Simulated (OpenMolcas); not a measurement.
## Single-point calculation, with input and output: HCl (charge −1)

System: HCl, charge −1, multiplicity 2.
Method: TPSS/def2-TZVPPD, UKS (OpenMolcas 26.06).

The geometry is that of the parent species in another charge or spin state. The geometry comes from this level: PBE0-D4/def2-TZVP.

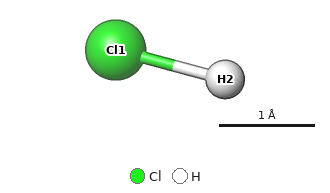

The input geometry (ball-and-stick view, seen at a tilt; atoms are numbered from 1 in the order of the input). Bond lengths as drawn: Cl–H 1.28 Å.

The input
```
* ClH Kohn-Sham DFT
>>> EXPORT MOLCAS_PRINT=2

&GATEWAY
  BasLib=$CurrDir
  Coord
  2
  angstrom
  Cl       0.546000      -0.178500       0.280800
  H       -0.546000       0.178500      -0.280800
  Basis=def2-TZVPPD
  Group=NoSym

&SEWARD
  GridInput
  Grid=UltraFine
  End of Grid

&SCF
  UHF
  Charge=-1
  Spin=2
  KSDFT=2
  1.0 MGGA_X_TPSS
  1.0 MGGA_C_TPSS
  Thresholds=1e-10 1e-07 1e-07 1e-05
  PrOrbitals=1 1
```

Launch command:
```bash
export MOLCAS_MEM=1860
pymolcas run.inp > run.log
```

Output
```
--- Start Module: gateway ---

                                              &GATEWAY

                       available to each process: 1.9 GB of memory, 1 thread

 Basis Set     1 Label: CL.DEF2-TZVPPD
 Basis set is read from library:.
 basistype.tbl is not found

 Basis Set     2 Label: H.DEF2-TZVPPD
 Basis set is read from library:.
 basistype.tbl is not found

++    Symmetry information:
      ---------------------

                    Character Table for C1

                             E
                    a        1  x, y, xy, Rz, z, xz, Ry, yz, Rx, I
--

++    Basis set information:
      ----------------------

      Basis set label: CL.DEF2-TZVPPD.........

      Electronic valence basis set:
      ------------------
      Associated Effective Charge  17.000000 au
      Associated Actual Charge     17.000000 au
      Nuclear Model: Point charge

      Shell  nPrim  nBasis  Cartesian Spherical Contaminant
         s      15       6        X
         p      10       6        X
         d       4       4                 X
         f       1       1                 X

      Basis set label: H.DEF2-TZVPPD.........

      Electronic valence basis set:
      ------------------
      Associated Effective Charge   1.000000 au
      Associated Actual Charge      1.000000 au
      Nuclear Model: Point charge

      Shell  nPrim  nBasis  Cartesian Spherical Contaminant
         s       5       3        X
         p       3       3        X
         d       1       1                 X
--

++    Molecular structure info:
      -------------------------

                    ************************************************
                    **** Cartesian Coordinates / bohr, angstrom ****
                    ************************************************

     Center  Label                x              y              z                     x              y              z
        1      CL1              1.031790      -0.337316       0.530635              0.546000      -0.178500       0.280800
        2      H2              -1.031790       0.337316      -0.530635             -0.546000       0.178500      -0.280800
--

            Nuclear Potential Energy              7.03477695 au

--- Stop Module: gateway /rc=_RC_ALL_IS_WELL_ ---

--- Start Module: seward ---

                                              &SEWARD

                       available to each process: 1.9 GB of memory, 1 thread

               SEWARD will generate:
                  Multipole Moment integrals up to order  2
                  Kinetic Energy integrals
                  Nuclear Attraction integrals (point charge)
                  One-Electron Hamiltonian integrals
                  Velocity integrals
                  Orbital angular momentum around (  0.9740  -0.3184   0.5009 )
                  Velocity quadrupole around (  0.9740  -0.3184   0.5009 )
                  Two-Electron Repulsion integrals

                   Integrals are discarded if absolute value <: 1.00E-14
                   Integral cutoff threshold is set to       <: 1.00E-16

            Nuclear Potential Energy              7.03477695 au

      Basis set specifications :
      Symmetry species         a
      Basis functions           68

--- Stop Module: seward /rc=_RC_ALL_IS_WELL_ ---
--- Module seward spent 1 second ---

--- Start Module: scf ---

                                                &SCF

                       available to each process: 1.9 GB of memory, 1 thread

++    Input section:
      --------------

      Header of the integral files:

      Cartesian coordinates in angstrom:
      -----------------------------------------------------
      No.  Label        X            Y            Z
      -----------------------------------------------------
       1   CL1        0.54600000  -0.17850000   0.28080000
       2   H2        -0.54600000   0.17850000  -0.28080000
      -----------------------------------------------------
      Nuclear repulsion energy =    7.03477695
--

++    Orbital specifications:
      -----------------------

      Symmetry species               1
                                     a
      Frozen orbitals                0
      Start temperature = 0.500
      End temperature   = 0.010
      Temperature Factor= 0.460
      Deleted orbitals               0
      Total number of orbitals      68
      Number of basis functions     68
--

      Molecular charge                          -1.000

      Numerical integration parameters
      --------------------------------
      Radial quadrature type:                         MHL
      Size of radial grid:                            99
      Lebedev angular grid:                           41
      Angular grid pruned with the crowding factor:  1.00E+10
                                 and fading factor:  1.00E+01
      Screening threshold for integral computation:   1.00E-11
      Radial quadrature accuracy:                     1.00E-25
      Maximum batch size:                             128
      AO values are stored on disk
      The same grid will be used for all iterations.

      DFT functional specifications
      -----------------------------
      Using Libxc version: 6.2.2
      Please cite the following reference:
      S. Lehtola, C. Steigemann, M. J.T. Oliveira, and M. A.L. Marques.,  SoftwareX 7, 1–5 (2018) doi:10.1016/j.softx.2017.11.002

      * Tao, Perdew, Staroverov & Scuseria
        - J. Tao, J. P. Perdew, V. N. Staroverov, and G. E. Scuseria.,  Phys. Rev. Lett. 91, 146401 (2003) doi:10.1103/PhysRevLett.91.146401
      * Tao, Perdew, Staroverov & Scuseria
        - J. Tao, J. P. Perdew, V. N. Staroverov, and G. E. Scuseria.,  Phys. Rev. Lett. 91, 146401 (2003) doi:10.1103/PhysRevLett.91.146401

++    Optimization specifications:
      ----------------------------

      SCF Algorithm: Conventional USCF
      D(i)-D(i-1) density differences are used
      Number of density matrices in core                 5
      Maximum number of NDDO SCF iterations            400
      Maximum number of HF SCF iterations              400
      Threshold for SCF energy change             1.00E-10
      Threshold for density matrix                1.00E-07
      Threshold for Fock matrix                   1.00E-07
      Threshold for linear dependence             1.00E-09
      Threshold at which DIIS is turned on        1.50E-01
      Maximum depth in the DIIS procedure                5
      Maximum depth in the BFGS Hessian update          30
      Threshold at which QNR/C2DIIS is turned on  7.50E-02
      Threshold for Norm(delta) (QNR/C2DIIS)      1.00E-05
      All orbitals punched on: UHFORB
--

      Input vectors read from INPORB
      Orbital file label: *Guess orbitals

++ Convergence information
                               UHF [...]      iterations: Energy and convergence statistics

Iter     Tot. [...]      One-elec.       Two-elec.     Energy      Max Dij or  Max Fij      DNorm      TNorm      AccCon     Time
         Energy          Energy          Energy        Change      Delta Norm                                                in Sec.
   1  -460.097684970  -684.714605214   217.582143296   0.00E+00    1.16E-01*   2.32E+00*    7.54E+00   1.51E+02   None         1.
   2  -457.993285066  -659.638768692   194.610706678   2.10E+00*   1.13E-01*   9.26E-14     4.00E+01   1.41E+02   EDIIS        1.
   3  -459.721281485  -669.430704521   202.674646088  -1.73E+00*   4.69E-01*   3.51E-02*    1.88E+01   1.44E+02   EDIIS        1.
   4  -460.649438946  -682.213367599   214.529151705  -9.28E-01*   2.51E-01*   1.20E-01*    4.58E+00   1.49E+02   EDIIS        1.
   5  -460.696206439  -681.102868791   213.371885404  -4.68E-02*   1.90E-01*   1.04E-01*    4.61E+00   1.49E+02   EDIIS        1.
   6  -460.741282464  -683.014017528   215.237958117  -4.51E-02*   6.38E-02*   5.40E-02*    3.41E+00   1.49E+02   EDIIS        1.
   7  -460.782517240  -682.066451170   214.249156982  -4.12E-02*   1.23E-01*   4.10E-02*    9.94E+00   1.49E+02   EDIIS        1.
   8  -460.780556002  -682.797102187   214.981769237   1.96E-03*   3.11E-02*   2.36E-02*    2.75E+00   1.49E+02   EDIIS        1.

       Fermi aufbau procedure completed!
      nOcc(alpha)=   10
      nOcc(beta) =    9

   9  -460.790304409  -682.326116843   214.501035486  -9.75E-03*   1.22E-02*   1.02E-03*    8.95E-01   1.49E+02   c2DIIS       1.
  10  -460.790309884  -682.389172591   214.564085758  -5.48E-06*   1.62E-02*   4.71E-04*    6.10E-01   1.49E+02   QNRc2DIIS    1.
  11  -460.790307296  -682.312328732   214.487244488   2.59E-06*   7.22E-03*   6.72E-04*    1.67E-01   1.49E+02   QNRc2DIIS    1.
  12  -460.790314563  -682.354444498   214.529352987  -7.27E-06*   1.29E-03*   2.24E-05*    1.08E-01   1.49E+02   QNRc2DIIS    1.
  13  -460.790314576  -682.353508549   214.528417026  -1.29E-08*   2.22E-04*   2.26E-05*    1.27E-02   1.49E+02   QNRc2DIIS    1.
  14  -460.790314580  -682.354071736   214.528980209  -3.82E-09*   8.56E-05*   8.39E-06*    2.55E-03   1.49E+02   QNRc2DIIS    1.
  15  -460.790314580  -682.353717292   214.528625764  -5.45E-10*   2.53E-05*   5.25E-06*    2.14E-03   1.49E+02   QNRc2DIIS    1.
  16  -460.790314580  -682.353788272   214.528696743  -1.44E-10*   9.69E-06    2.52E-07*    2.71E-04   1.49E+02   QNRc2DIIS    1.
  17  -460.790314580  -682.353787050   214.528695522  -2.79E-12    6.38E-07    1.62E-07*    1.91E-04   1.49E+02   QNRc2DIIS    1.
  18  -460.790314580  -682.353785936   214.528694407  -3.98E-13    2.27E-07    4.38E-08     5.16E-06   1.49E+02   QNRc2DIIS    1.

       Convergence after  18 Iterations
--

 *****************************************************************************************************************************
 *                                             SCF/KS-DFT Program, Final results                                             *
 *                                                       Final Results                                                       *
 *****************************************************************************************************************************

::    Total KS-DFT energy                            -460.7903145802
      One-electron energy                            -682.3537859357
      Two-electron energy                             214.5286944074
      Nuclear repulsion energy                          7.0347769481
      Kinetic energy (interpolated)                   460.2272662693
      Virial theorem                                    1.0012234136
      Total spin, S(S+1)                                0.7502583515
      Total spin, S                                     0.5001291674
      Max non-diagonal density matrix element           0.0000002008
      Max non-diagonal Fock matrix element              0.0000000079

      All orbitals with orbital energies smaller than  E(LUMO)+0.5 are printed

++    Molecular orbitals:
      -------------------

      Title: UKS-DFT orbitals (alpha)

      Molecular orbitals for symmetry species 1: a

          Orbital            1         2         3         4         5         6         7         8         9        10
          Energy         -100.7920   -9.0448   -6.8226   -6.8147   -6.8147   -0.5861   -0.2347   -0.1046   -0.1046    0.1241
          Occ. No.          1.0000    1.0000    1.0000    1.0000    1.0000    1.0000    1.0000    1.0000    1.0000    1.0000

          Orbital           11        12        13        14        15        16        17        18        19        20
          Energy            0.1539    0.1638    0.1638    0.2199    0.3000    0.3000    0.3341    0.3341    0.3694    0.3923
          Occ. No.          0.0000    0.0000    0.0000    0.0000    0.0000    0.0000    0.0000    0.0000    0.0000    0.0000

          Orbital           21        22        23        24        25
          Energy            0.4146    0.4146    0.5799    0.6515    0.6515
          Occ. No.          0.0000    0.0000    0.0000    0.0000    0.0000

--

      All orbitals with orbital energies smaller than  E(LUMO)+0.5 are printed

++    Molecular orbitals:
      -------------------

      Title: UKS-DFT orbitals (beta)

      Molecular orbitals for symmetry species 1: a

          Orbital            1         2         3         4         5         6         7         8         9        10
          Energy         -100.7910   -9.0439   -6.8206   -6.8139   -6.8139   -0.5807   -0.2271   -0.1020   -0.1020    0.1350
          Occ. No.          1.0000    1.0000    1.0000    1.0000    1.0000    1.0000    1.0000    1.0000    1.0000    0.0000

          Orbital           11        12        13        14        15        16        17        18        19        20
          Energy            0.1602    0.1702    0.1702    0.2279    0.2966    0.2966    0.3312    0.3312    0.3650    0.3819
          Occ. No.          0.0000    0.0000    0.0000    0.0000    0.0000    0.0000    0.0000    0.0000    0.0000    0.0000

          Orbital           21        22        23
          Energy            0.4065    0.4065    0.5688
          Occ. No.          0.0000    0.0000    0.0000

--

++    Molecular charges:
      ------------------

      Mulliken charges per centre and basis function type
      ---------------------------------------------------

                            CL1                     H2
                     alpha        beta       alpha        beta
      1s           4.0126      2.9877     -0.8642      0.3119
      2px          2.2031      1.7620      0.3317      0.0096
      2pz          2.0422      1.9261      0.0988      0.0131
      2py          2.0077      1.9612      0.0489      0.0138
      3d2+         0.0369      0.0038      0.0004      0.0003
      3d1+         0.0489      0.0051      0.0005      0.0004
      3d0          0.0052      0.0006      0.0003      0.0003
      3d1-         0.0053      0.0006      0.0001      0.0001
      3d2-         0.0198      0.0021      0.0004      0.0004
      4f3+         0.0002      0.0001      0.0000      0.0000
      4f2+         0.0004      0.0003      0.0000      0.0000
      4f1+         0.0001      0.0000      0.0000      0.0000
      4f0          0.0003      0.0002      0.0000      0.0000
      4f1-         0.0000      0.0000      0.0000      0.0000
      4f2-         0.0002      0.0002      0.0000      0.0000
      4f3-         0.0003      0.0002      0.0000      0.0000
      Total       10.3831      8.6502     -0.3831      0.3498
      Total             19.0334                 -0.0334

      Charge           -2.0334                  1.0334

      Total electronic charge=   19.000000

      Total            charge=   -1.000000
--

++    Molecular orbitals:
      -------------------

      Title: Natural orbitals

      Molecular orbitals for symmetry species 1: a

          Orbital            1         2         3         4         5         6         7         8         9        10
          Energy         -100.7915   -9.0415   -6.8209   -6.8106   -6.8106   -0.5718   -0.1070   -0.1071   -0.2459    0.1305
          Occ. No.          2.0000    2.0000    2.0000    2.0000    2.0000    2.0000    2.0000    2.0000    1.9999    1.0000

          Orbital           11        12        13        14        15        16        17        18        19        20
          Energy            0.6712    0.7335    0.7335    1.1524    8.3572    3.4178    3.4323    2.9366    0.8829    0.3380
          Occ. No.          0.0001    0.0000    0.0000    0.0000    0.0000    0.0000    0.0000    0.0000    0.0000    0.0000

          Orbital           21        22        23        24        25        26        27        28        29        30
          Energy            0.3213    2.1557    0.3514    0.3490    0.3326    0.3327    7.9518    4.4651    3.7395    0.5307
          Occ. No.          0.0000    0.0000    0.0000    0.0000    0.0000    0.0000    0.0000    0.0000    0.0000    0.0000

          Orbital           31        32        33        34        35        36        37        38        39        40
          Energy            0.5286    0.8049    0.8433    0.8388    1.0045    0.7315    1.2117    3.1401    3.8194    4.9294
          Occ. No.          0.0000    0.0000    0.0000    0.0000    0.0000    0.0000    0.0000    0.0000    0.0000    0.0000

          Orbital           41        42        43        44        45        46        47        48        49        50
          Energy            2.8985    2.2023    2.0811    2.1291    7.1633    7.1040    4.3162    2.6251    2.0331    4.1732
          Occ. No.          0.0000    0.0000    0.0000    0.0000    0.0000    0.0000    0.0000    0.0000    0.0000    0.0000

          Orbital           51        52        53        54        55        56        57        58        59        60
          Energy            6.9689    3.5924    3.7389    6.4473    7.6958    3.0684   10.0599    3.9060    3.6078    2.2457
          Occ. No.          0.0000    0.0000    0.0000    0.0000    0.0000    0.0000    0.0000    0.0000    0.0000    0.0000

          Orbital           61        62        63        64        65
          Energy            4.3226    8.1480    2.1922    2.1922    8.2233
          Occ. No.          0.0000    0.0000    0.0000    0.0000    0.0000

--

++    Molecular properties:
      ---------------------

      Charge (e):
                      =   -1.0000
      Dipole Moment (debye):
      Origin of the operator (angstrom)=    0.5154   -0.1685    0.2651
                   X=  5.2670E+00               Y= -1.7219E+00               Z=  2.7088E+00           Total=  6.1680E+00
      Center of Charge (angstrom)
                     X=   -0.58115529               Y=    0.18999308               Z=   -0.29887986
      Quadrupole Moment (debye*angstrom):
      Origin of the operator (angstrom)=    0.5154   -0.1685    0.2651
                  XX= -3.3977E+01              XY=  3.3519E+00              XZ= -5.2729E+00              YY= -2.4820E+01
                  YZ=  1.7238E+00              ZZ= -2.6436E+01
      In traceless form (debye*angstrom)
                  XX= -8.3491E+00              XY=  5.0279E+00              XZ= -7.9094E+00              YY=  5.3865E+00
                  YZ=  2.5858E+00              ZZ=  2.9626E+00
--

--- Stop Module: scf /rc=_RC_ALL_IS_WELL_ ---
--- Module scf spent 18 seconds ---

.##################.
.# Happy landing! #.
.##################.

    Timing: Wall=19.98 User=18.42 System=1.55
```

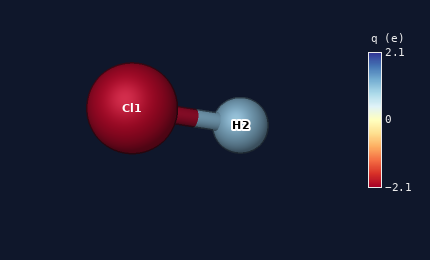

Mulliken charges, as the colour of each atom (ball-and-stick view, seen at a tilt; atoms are numbered from 1 in the order of the input). By element: Cl −2.03 and H +1.03 e.

Results in brief

```tsv
quantity	value
outcome	converged
total energy	−460.790315 hartree
basis functions	68
⟨S²⟩	0.750
hardware	1 thread of Arm Neoverse V1, 24 GiB of memory available, shared host
wall time	20 s
peak memory	0.41 GiB
```
